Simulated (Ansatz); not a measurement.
# Al (Fm-3m, 1 atom in the cell): from the cell to its phonons

Aim: the phonons of Al (Fm-3m, 1 atom in the cell) at a cell relaxed beforehand at this level.

Calculated with Ansatz 0.2.0; DFT LDA, scalar-relativistic, plane waves, norm-conserving pseudopotentials.

## Step 1: Set-up

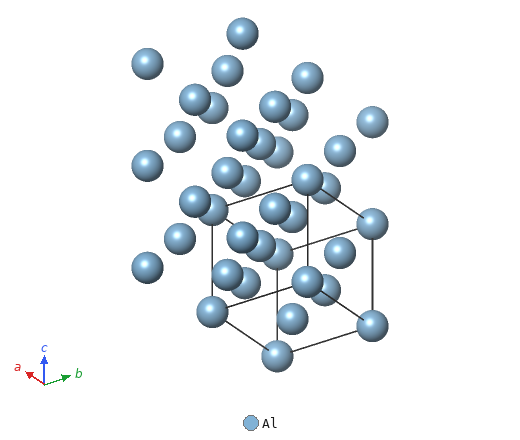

Start, viewed from a free direction; aluminium light blue. 2×1×2 cells are drawn. This picture shows the conventional cell, with its axes. Some periodic images of atoms are drawn too.

## Step 2: The dispersion

The cell comes from relaxations at this level that are not shown. Stability and thermal properties need the whole zone. Linear response on a 4×4×4 q mesh gives force constants as far as a supercell of that size would.

The input, input.yaml:

```yaml
crystal:
  lattice:
    - [0.0, 1.9888943898, 1.9888943898]
    - [1.9888943898, 0.0, 1.9888943898]
    - [1.9888943898, 1.9888943898, 0.0]
  atoms:
    - { symbol: Al, position: [0.0, 0.0, 0.0] }
kpoints:
  mp_grid: { grid: [20, 20, 20] }
hamiltonian:
  xc: lda
  pseudopotentials: { kind: nc }
scf:
  occupations: { method: methfessel_paxton, width: 0.2 }
output:
  eigenvalues: true
phonons:
  method: dfpt
  qmesh: [4, 4, 4]
  temperatures: { t_max: 1000, t_step: 50 }
  qpath:
    path:
      - [[0.0, 0.0, 0.0], [0.5, 0.0, 0.5], [0.625, 0.25, 0.625]]
      - [[0.375, 0.375, 0.75], [0.0, 0.0, 0.0], [0.5, 0.5, 0.5], [0.5, 0.25, 0.75], [0.5, 0.0, 0.5]]
    npoints: 10
```

Run with:

```bash
$ ansatz run input.yaml --threads 4 --pin off --max-ram 10240MiB --backend cpu --events-out ev --progress --plain --runs-dir out
```

Output:

```text
Engine: ansatz 0.2.0, aarch64-unknown-linux-gnu
Pseudopotentials: kind: nc
Pseudopotential: Al, nc, valence charge 3, recommended cutoff 598.650497 eV (normal), Al.nc.azcp (PseudoDojo's, or run here from an input of PseudoDojo's: the run reads no file of this project's for it)
Functional definition: SPW92
  exchange = slater_x
  correlation = pw_c
Crystal: 1 atoms, lattice volume = 15.735 Å³
Basis set: ecut = 598.650497 eV, 531 PW (Γ), exchange–correlation on 48×48×48 points (8 copies of the dense FFT grid, shifted against one another)
Bands: 6, of which v1, the nominal top of the filled ones, is band 2 counted from 1 (1 counted from 0)
Symmetry: 48 space group operations
k-points: 256 of 8000
Non-local potential: Al, projectors of the file, l = 0: 2, l = 1: 2, l = 2: 2
Initial density: superposition of atomic densities (chi_scale 0.1, normalization cell)
Initial wavefunctions: pseudopotential atomic-orbital guess
Functional: x = slater, c = lda
SCF iter   1: F=—  HF=-64.330390 eV  |F-HF|=—  |Δ(HF+E_count)|=         —  Δρ=2.22e-2  dr2=7.44e-2  ethr=3.10e-3  ⟨swp⟩=5.4  Hψ=14618  notcnv=0
preconditioner: auto → none  [metal: Δε(μ)=0.020 eV  Ē_g=13.589 eV  σ=0.200 eV  W_gap=0.08  n_scr=0 (ndim 8)  ℏωp=16.2 eV  f_vac=0.000  D(μ)=0.43/eV (n_scr^D=0)]
SCF iter   2: F=—  HF=-64.309847 eV  |F-HF|=—  |Δ(HF+E_count)|=   2.05e-2  S|Δr|=    0.00e0  Δρ=1.04e-2  dr2=1.62e-2  ethr=2.48e-3  ⟨swp⟩=1.0  Hψ=3584  notcnv=0
SCF iter   3: F=—  HF=-64.304275 eV  |F-HF|=—  |Δ(HF+E_count)|=   5.57e-3  S|Δr|=    0.00e0  Δρ=2.17e-4  dr2=7.18e-6  ethr=5.41e-4  ⟨swp⟩=1.0  Hψ=1430  notcnv=0
SCF iter   4: F=—  HF=-64.304288 eV  |F-HF|=—  |Δ(HF+E_count)|=   1.29e-5  S|Δr|=    0.00e0  Δρ=2.44e-5  dr2=3.15e-8  ethr=2.39e-7  ⟨swp⟩=2.7  Hψ=2052  notcnv=0
SCF iter   5: F=—  HF=-64.304288 eV  |F-HF|=—  |Δ(HF+E_count)|=   1.29e-7  S|Δr|=    0.00e0  Δρ=4.89e-6  dr2=1.01e-9  ethr=1.05e-9  ⟨swp⟩=1.6  Hψ=1596  notcnv=0  defer=2
SCF iter   6: F=-64.304288 eV  HF=-64.304288 eV  |F-HF|=1.99e-13  |Δ(HF+E_count)|=  6.01e-10  S|Δr|=    0.00e0  Δρ=9.33e-8  dr2=1.23e-12  ethr=1.00e-12  ⟨swp⟩=7.5  Hψ=9451  notcnv=0
SCF 1 converged in 6 iterations: F = -64.304288 eV  dr2 = 1.23e-12
NSCF: frozen V_eff on 256 k-points
WARN: eigensolver did not converge in 20 slots of this pass, the one above among them; of largest residual over every band (k=174): 1 band(s) unlocked (lowest unlocked band 5, counted from 0; max residual 5.08e-2 eV among the unlocked bands, 5.08e-2 eV over every band); of lowest unlocked band (k=1): band 5
NSCF: frozen V_eff on 641 k-points
DFPT response loops at q = (0, 0, 0) (fractional): preconditioner auto → Kerker (q_TF=auto, 2.070 Å⁻¹) (partly filled bands, converged f_vac=0.000); β = 1.00, the filter's whole step (`scf.mixing.beta` (0.50) is not read by the response loops under this deck's `scf.mixing.preconditioner`; to damp them name `kerker` or `kerker_dos`, under which they read `scf.mixing.beta`, and type it under 1.00, their step now; both keys bind the ground state too); Broyden in place of MSR1
NSCF: frozen V_eff on 8400 k-points
DFPT response loops at q = (0, 0, 0.25) (fractional): mixed as the last ones told, above
NSCF: frozen V_eff on 4224 k-points
DFPT response loops at q = (0, 0, -0.5) (fractional): mixed as the last ones told, above
NSCF: frozen V_eff on 4420 k-points
DFPT response loops at q = (0, 0.25, 0.25) (fractional): mixed as the last ones told, above
NSCF: frozen V_eff on 16000 k-points
DFPT response loops at q = (0, 0.25, -0.5) (fractional): mixed as the last ones told, above
NSCF: frozen V_eff on 8400 k-points
DFPT response loops at q = (0, 0.25, -0.25) (fractional): mixed as the last ones told, above
NSCF: frozen V_eff on 2332 k-points
DFPT response loops at q = (0, -0.5, -0.5) (fractional): mixed as the last ones told, above
NSCF: frozen V_eff on 4420 k-points
DFPT response loops at q = (0.25, -0.5, -0.25) (fractional): mixed as the last ones told, above
SCF converged after 6 iterations
Stability not checked: this state was not tested for a lower state beside it, because cold or Methfessel-Paxton smearing, or corrected tetrahedra, fill the levels in a way that the test cannot read (fill_not_monotonic; see scf.lower_state_search)
Free energy (F): -64.304288 eV
Harris-Foulkes:  -64.304288 eV  (|F-HF|=1.99e-13)
Internal energy: -64.303932 eV  (E = F + TS)
E sigma→0 (E₀):  -64.304199 eV
Entropy (-TS):   -0.000356 eV (-0.356 meV/atom)
Fermi energy:    8.258902 eV
--- Per-component energies (eV) ---
  E_band       = 10.994367
  E_kinetic    = 24.068851
  E_local      = 5.166656  (includes V_loc(G=0)·N_el)
  E_nonlocal   = 11.651820
  E_hartree    = 0.100596
  E_xc         = -30.604191
  E_vxc        = -30.094151  (∫ρ·V_xc dr)
  E_ewald      = -74.687663
  E_smearing   = -0.000356  (= −TS)
  E_closure    = -0.000000  (closes the sum)
  Σ components = -64.304288   (vs F -64.304288, Δ=0.00e0)
--- Band table (eV; the first three rows and the last of 256) ---
  k-point 0: bands = ["-3.2285", "21.0452", "21.0452", "21.0452", "22.6776", "22.6776"]
  k-point 1: bands = ["-3.1586", "19.7504", "20.7951", "20.7951", "23.0352", "23.0352"]
  k-point 2: bands = ["-2.9489", "17.7408", "20.3438", "20.3438", "23.3645", "23.7908"]
  k-point 255: bands = ["7.3205", "7.3205", "8.3409", "9.4537", "24.3764", "24.3764"]
--- Phonons (Γ-DFPT): 1 representative perturbation + reference (Σ response iterations 2) ---
  ASR residual: 2.345e-5 → 0.000e0 eV/Å²; symmetrization residual: 1.016e-20 eV/Å²
  ASR residual per site (eV/Å²): 2.35e-5
  Γ frequencies (cm⁻¹): 0.00 0.00 0.00
--- Phonons (arbitrary-q DFPT): 8 irreducible q on the 4×4×4 mesh ---
  q = [0.0000, 0.0000, 0.0000] (star 1, of the zone-centre solve; hermiticity 1.73e-26, symmetrization 8.67e-16): -0.00 -0.00 0.00
  q = [0.0000, 0.0000, 0.2500] (star 8, 1 solved perturbation on 4200 of 8000 k-point pairs; hermiticity 1.32e-15, symmetrization 8.38e-15, the responses' own estimated error 5.6e-5 eV/Å²): 114.44 114.44 235.68
  q = [0.0000, 0.0000, -0.5000] (star 4, 1 solved perturbation on 2112 of 8000 k-point pairs; hermiticity 7.93e-11, symmetrization 3.96e-11, the responses' own estimated error 6.8e-5 eV/Å²): 142.90 142.90 331.79
  q = [0.0000, 0.2500, 0.2500] (star 6, 2 solved perturbations in 3420 linear systems a pass and spin channel, the states on 2210 of 8000 k-point pairs; hermiticity 3.38e-16, symmetrization 1.96e-15, the responses' own estimated error 6.2e-5 eV/Å²): 141.85 141.85 243.69
  q = [0.0000, 0.2500, -0.5000] (star 24, 2 solved perturbations in 12200 linear systems a pass and spin channel, the states on 8000 of 8000 k-point pairs; hermiticity 5.36e-8, symmetrization 8.54e-10, the responses' own estimated error 9.3e-5 eV/Å²): 177.24 224.65 298.51
  q = [0.0000, 0.2500, -0.2500] (star 12, 2 solved perturbations in 6410 linear systems a pass and spin channel, the states on 4200 of 8000 k-point pairs; hermiticity 1.54e-15, symmetrization 1.02e-15, the responses' own estimated error 9.0e-5 eV/Å²): 159.83 221.37 282.91
  q = [0.0000, -0.5000, -0.5000] (star 3, 2 solved perturbations in 1807 linear systems a pass and spin channel, the states on 1166 of 8000 k-point pairs; hermiticity 1.03e-10, symmetrization 1.38e-10, the responses' own estimated error 1.0e-4 eV/Å²): 199.11 199.11 330.49
  q = [0.2500, -0.5000, -0.2500] (star 6, 2 solved perturbations in 3326 linear systems a pass and spin channel, the states on 2210 of 8000 k-point pairs; hermiticity 2.80e-9, symmetrization 1.40e-9, the responses' own estimated error 1.2e-4 eV/Å²): 223.42 273.96 273.96
  sum rule: each row above includes the acoustic sum rule's correction from the zone centre's row sums; it moved no ω² by more than (0.49 cm⁻¹)²
  mesh force constants: q→R imaginary residual 0.00e0; ASR residual 2.345e-5 → 0.000e0 eV/Å²; symmetrization residual 2.665e-15 eV/Å²
  interpolated dispersion: 62 rows × 3 modes
  density of states and harmonic sums: on the 28×28×28 q-mesh, interpolated from the force constants of a 4×4×4 supercell (no non-analytic term)
  largest difference from the sums on the solved wave vectors: F 9.36e-3 eV, S 1.34e-5 and C_V 4.03e-6 eV/K
  zero-point energy: 0.039843 eV/cell   skipped modes (ω ≤ 0): 3   left out of the sums: 4.56e-5 of the cell's modes: C_V's classical limit lies that fraction below 3 k_B per atom; for a crystal, a wire or a layer, F and S can be off by more, and a phonons.interpolated_qmesh denser along its periods is the remedy for the sampling
```

The job ended after 41 s (4 threads of Arm Neoverse V2, shared host; peak memory 3.4 GiB).

Reading the cycles: dr2 is the Hartree energy of the density residual (eV), the measure of convergence; HF is the Harris–Foulkes estimate of the energy, which meets the free energy F at convergence.

This step gave:

* volume per atom: 15.73 Å³
* gap on the k-mesh: 0 eV
* sum-rule residual before enforcement: 2.35e-5 eV/Å²
* lowest frequency on the path: 0 cm⁻¹
* highest frequency on the path or at a solved wavevector: 331.8 cm⁻¹
* mean frequency: 214.3 cm⁻¹
* Debye temperature (second moment): 415 K
* logarithmic mean frequency: 203.9 cm⁻¹
* lowest mode on the q mesh (acoustic modes at Γ apart): 114.4 cm⁻¹
* zero-point energy per atom: 39.84 meV
* heat capacity at 300 K: 22.72 J/(mol atoms K)
* vibrational entropy at 300 K: 26.66 J/(mol atoms K)

Frequencies (cm⁻¹) solved at each irreducible wavevector; negative means imaginary. Frequencies by wavevector, by row:

```
q in reciprocal lattice units  star  mode 1  mode 2  mode 3
                        0 0 0     1       0       0       0
                     0 0 0.25     8   114.4   114.4   235.7
                     0 0 -0.5     4   142.9   142.9   331.8
                  0 0.25 0.25     6   141.8   141.8   243.7
                  0 0.25 -0.5    24   177.2   224.7   298.5
                 0 0.25 -0.25    12   159.8   221.4   282.9
                  0 -0.5 -0.5     3   199.1   199.1   330.5
              0.25 -0.5 -0.25     6   223.4     274     274
```

Interpolated from a 4×4×4 q mesh. The phonon branches at the labelled points (cm⁻¹):

```
    point  branch 1  branch 2  branch 3
        Γ         0         0         0
        X       199       199       330
        U       192       262       294
jump to K       192       262       294
        Γ         0         0         0
        L       143       143       332
        W       223       274       274
        X       199       199       330
```

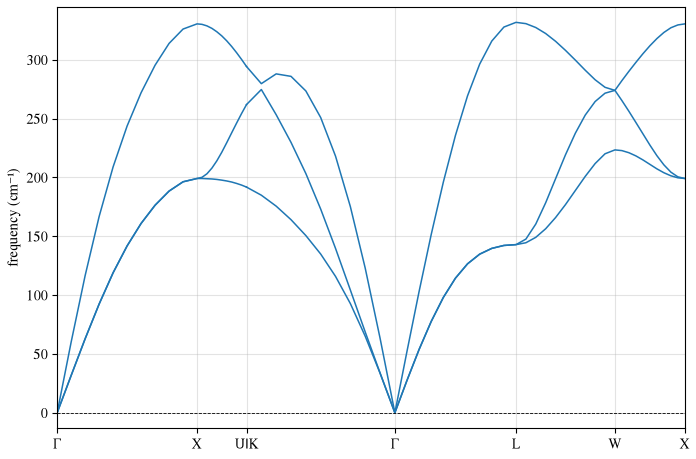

Phonon branches along the path.

The phonon density of states has structure finer than the step of the table below, so its rows give means over 20 cm⁻¹, whole bins alone (the curve runs from 2.5 to 332 cm⁻¹). Peaks (cm⁻¹: height): 197.5: 0.0221, 297.5: 0.0254.

Tetrahedra on a 28×28×28 mesh, mean over bins of 5 cm-1. Interpolated from a 4×4×4 q mesh. Table of phonon density of states by wavenumber; means over each step:

```
wavenumber (cm⁻¹)  phonon density of states (1/cm⁻¹/cell)
               20                                  8.0e-5
               40                                  3.4e-4
               60                                  8.2e-4
               80                                 0.00161
              100                                 0.00291
              120                                 0.00534
              140                                  0.0121
              160                                  0.0177
              180                                  0.0197
              200                                  0.0190
              220                                  0.0117
              240                                 0.00990
              260                                 0.00903
              280                                  0.0124
              300                                  0.0200
              320                                 0.00714
```

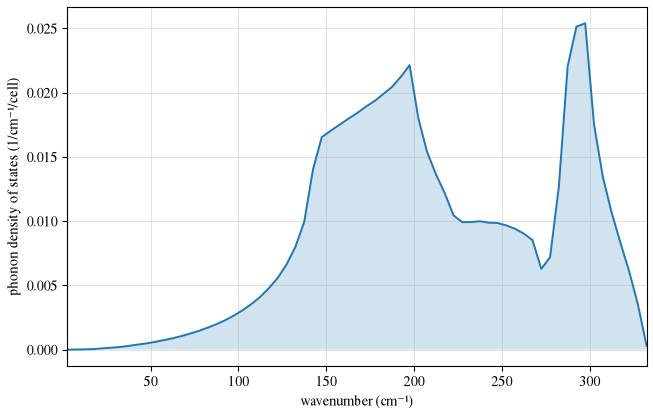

Phonon density of states, plotted against wavenumber.

Second derivatives of the energy by pair, one row for each kind of neighbour of each atom listed. Each entry sums the pair over the periodic images of the supercell that the q mesh stands for, and in a polar crystal it holds the long-range dipole part too. Force constants by pair, by row:

```
atom  neighbour  distance (Å)  third of the trace (eV/Å²)  along the pair's line (eV/Å²)
 Al1     itself             0                       4.951                              –
 Al1         Al         2.813                     -0.3857                         -1.344
 Al1         Al         3.978                     -0.0296                        -0.1193
 Al1         Al         4.872                      0.0064                         0.0338
 Al1         Al         5.625                      -0.025                        -0.0926
 Al1         Al         6.289                     -0.0167                         -0.035
 Al1         Al          6.89                      0.0098                         0.0098
```

Harmonic thermodynamic functions per atom, from the density of states. Interpolated from a 4×4×4 q mesh. Thermodynamic functions, by row:

```
T (K)  F_vib (meV/atom)  S (J/mol-atom/K)  C_V (J/mol-atom/K)
    0             39.84                 0                   0
   50             39.72              1.07               3.381
  100             37.93             6.269               12.31
  200             25.21             17.87               20.35
  300              1.91             26.66               22.72
  400            -29.32             33.34               23.66
  500            -66.73             38.67               24.11
  600            -109.2             43.09               24.36
  700            -155.8             46.86               24.51
  800            -206.1             50.14               24.61
  900            -259.6             53.04               24.68
 1000              -316             55.64               24.73
```

Harmonic mean-square displacement, third of the trace. Interpolated from a 4×4×4 q mesh. Mean square displacements, by row:

```
T (K)  Al1 U_eq (Å²)
    0        0.00326
  100        0.00411
  300        0.00892
  600        0.01711
```

Symmetry leaves 8 wavevectors to solve. The lowest mode among them, the acoustic zeros apart, lies at q = (0, 0, 0.25) and is real, 114 cm⁻¹.

## Step 3: What came out

| Item | Value |
| --- | --- |
| space group (within 0.01 Å) | Fm-3m |
| volume per atom | 15.7 Å³ |
| electronic character | no gap on this mesh |
| lowest mode on the q mesh (acoustic modes at Γ apart) | 114 cm⁻¹ |
| highest frequency on the path or at a solved wavevector | 332 cm⁻¹ |
| zero-point energy per atom | 39.8 meV |
| heat capacity at 300 K | 22.7 J/(mol atoms K) |
| vibrational entropy at 300 K | 26.7 J/(mol atoms K) |
| Debye temperature (second moment) | 415 K |
| imaginary modes on the 4×4×4 q mesh | none |

The structure is a minimum as far as tested: no mode is imaginary at the 8 irreducible wavevectors of the 4×4×4 mesh, and the softest away from the acoustic zeros lies at 114 cm⁻¹. With no gap, or one that is small against the smearing, the frequencies hang on the k mesh and the smearing, most of all near Kohn anomalies. A phonon run warned that its eigensolver left some bands unconverged in a pass. These are harmonic frequencies at zero temperature: anharmonic shifts, linewidths and thermal expansion are left out.

[Logs are printed without paths, hosts, clocks, repeated set-up lines and the standing remarks that a program may print on its own settings, such as how far it seeks lower states.]

[Hosts, paths, dates, database ids (printed as entryN), source tags and the programs' standing remarks are cut or masked in the printed files.]
